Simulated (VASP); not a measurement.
Band structure of Rh (fcc). Level of theory: MS2 meta-GGA, VASP's PBE PAW potentials (set 64) (plane waves; VASP).

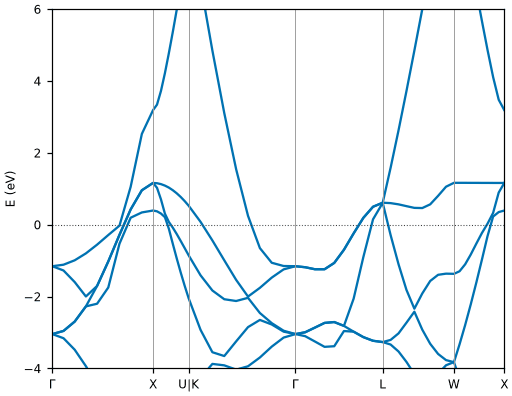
*Bands along high-symmetry lines, zero at the valence-band maximum or, without a gap, the Fermi level*

**Question.** Read the plot: is there a gap, and where are the band edges?

**Answer.** It has no gap at this level: it comes out as a metal or semimetal.

The compound is Rh in the fcc structure. It was relaxed first.
